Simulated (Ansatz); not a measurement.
**SiF2 (SMILES F[Si]F): wB97M-V/def2-TZVP**

What is the vertical singlet–triplet gap of SiF2 at wB97M-V/def2-TZVP? 

The calculation is run with Ansatz 0.2.0.

32 further runs of the same task are left out: 32 set aside as unsound or not needed.

### 1 The structure to begin with

The species is SiF2 (3 atoms), meant as a singlet with charge 0. SMILES: `F[Si]F`. The coordinates come from a PBE0-D4/def2-TZVP relaxation.

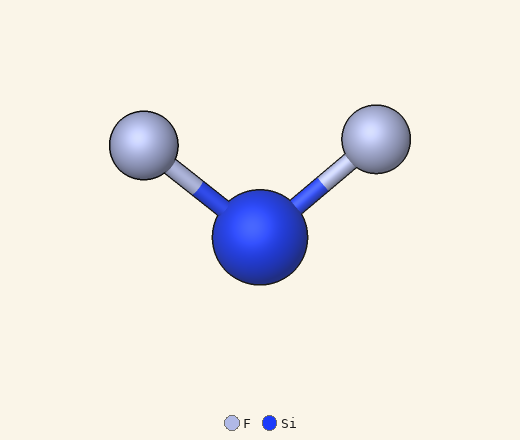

The structure, seen from a chosen angle (fluorine light blue, silicon blue).

### 2 The energy at wB97M-V/def2-TZVP

Contents of molecule.yaml:

```yaml
crystal:
  periodic: [false, false, false]
  atoms:
    - {symbol: F, position_ang: [0.166300, 1.246800, 0.229400]}
    - {symbol: Si, position_ang: [-0.594900, -0.046400, -0.330100]}
    - {symbol: F, position_ang: [0.428600, -1.200400, 0.100700]}
basis:
  gaussian: {orbitals: def2-TZVP}
hamiltonian: {xc: {name: wB97M-V}}
accuracy: high
output: {orbitals: {seedname: orbitals}}
```

Launch:

```bash
$ ansatz run molecule.yaml --threads 1 --pin off --max-ram 3480MiB --events-out events.jsonl --progress --plain --runs-dir runs
```

The log of the run:

```text
Warning: RAYON_NUM_THREADS=1 ignored (pool sized by the plan → 1); use --threads N
Functional definition: wB97M-V
  name "wB97M-V"
  parameter omega = 0.3/bohr
  parameter cx = 0.15
  parameter cx01 = 1.007
  parameter cx10 = 0.259
  parameter css00 = 0.443
  parameter css04 = -1.437
  parameter css10 = -4.535
  parameter css20 = -3.390
  parameter css43 = 4.278
  parameter cos00 = 1.000
  parameter cos10 = 1.358
  parameter cos20 = 2.924
  parameter cos21 = -8.812
  parameter cos60 = -1.390
  parameter cos61 = 9.142
  parameter b = 6.0
  parameter c = 0.01
  gx(w, u) = 1 - cx + cx01*u + cx10*w
  gss(w, u) = css00 + css04*u^4 + css10*w + css20*w^2 + css43*w^4*u^3
  gos(w, u) = cos00 + cos10*w + (cos20 + cos21*u)*w^2 + (cos60 + cos61*u)*w^6
  exchange = spin_sum(e_x_unif_sr(omega)*gx(b97_w, b97_u_x)) + cx*exact_x_sr(omega) + exact_x_lr(omega)
  correlation = spin_sum(e_c_pw_mod_same_spin*gss(b97_w, b97_u_same))
      + integral(e_c_pw_mod_opposite_spin*gos(b97_w_opposite, b97_u_opposite)) + vv10(b, c)
1509 factors; integrals over basis functions are off by at most 3.8e-9 eV
245 factors; integrals over basis functions are off by at most 1.5e-9 eV
mean field evaluation 1: about -13312.0986 eV, gradient 4.4e1 eV
mean field evaluation 2: about -13311.0373 eV, gradient 5.7e1 eV
mean field evaluation 4: about -13315.0592 eV, gradient 2.6e-1 eV
mean field evaluation 8: about -13315.0631 eV, gradient 3.9e-3 eV
mean field evaluation 16: about -13315.0631 eV, gradient 3.3e-6 eV
mean field -13315.06308215 eV, -489.3195429949 hartree, gradient 7.5e-8 eV, S^2 0.000000; 0 other end points of the search recorded, 0 dependent functions left out
reference -13315.06308559 eV, -489.3195431217 hartree; 16, 16 occupied and 83, 83 virtual orbitals, 1509 factors
Total energy: -13315.06308559 eV, -489.3195431217 hartree
```

Wall time 24 s (1 thread of Arm Neoverse V1, shared host); peak memory 0.37 GiB.

### 3 The triplet, same level

Contents of in.yaml:

```yaml
crystal:
  periodic: [false, false, false]
  atoms:
    - {symbol: F, position_ang: [0.166300, 1.246800, 0.229400]}
    - {symbol: Si, position_ang: [-0.594900, -0.046400, -0.330100]}
    - {symbol: F, position_ang: [0.428600, -1.200400, 0.100700]}
basis:
  gaussian: {orbitals: def2-TZVP}
magnetization: {spin_polarized: true, initial_magnetization: 2}
hamiltonian: {xc: {name: wB97M-V}}
accuracy: high
output: {orbitals: {seedname: orbitals}}
```

Launch:

```bash
$ ansatz run in.yaml --threads 1 --pin off --max-ram 3480MiB --events-out events.jsonl --progress --plain --runs-dir runs
```

The log of the run, cut to the lines that bear on the results:

```text
Warning: RAYON_NUM_THREADS=1 ignored (pool sized by the plan → 1); use --threads N
[... 2 set-up lines as earlier in the session ...]
[...]
  gx(w, u) = 1 - cx + cx01*u + cx10*w
  gss(w, u) = css00 + css04*u^4 + css10*w + css20*w^2 + css43*w^4*u^3
  gos(w, u) = cos00 + cos10*w + (cos20 + cos21*u)*w^2 + (cos60 + cos61*u)*w^6
[...]
      + integral(e_c_pw_mod_opposite_spin*gos(b97_w_opposite, b97_u_opposite)) + vv10(b, c)
1509 factors; integrals over basis functions are off by at most 3.8e-9 eV
245 factors; integrals over basis functions are off by at most 1.5e-9 eV
[...]
mean field -13311.43798126 eV, -489.1863229945 hartree, gradient 8.8e-8 eV, S^2 2.001008; 0 other end points of the search recorded, 0 dependent functions left out
reference -13311.43798442 eV, -489.1863231107 hartree; 17, 15 occupied and 82, 84 virtual orbitals, 1509 factors
Total energy: -13311.43798442 eV, -489.1863231107 hartree
```

Wall time 56 s (1 thread of Arm Neoverse V1, shared host); peak memory 0.64 GiB.

### 4 Outcome

At wB97M-V/def2-TZVP:

```
                                        quantity          value
                           singlet: total energy  -489.31954 Eh
                            singlet: HOMO energy      -10.48 eV
                            singlet: LUMO energy       -0.05 eV
                          singlet: HOMO–LUMO gap       10.44 eV
                           triplet: total energy  -489.18632 Eh
     triplet: HOMO energy (highest over α and β)       -6.84 eV
      triplet: LUMO energy (lowest over α and β)       -3.45 eV
                                   triplet: ⟨S²⟩          2.001
vertical energy of the triplet above the singlet       3.625 eV
```

What this shows: At this shape the triplet lies 3.63 eV (84 kcal/mol) above the singlet.
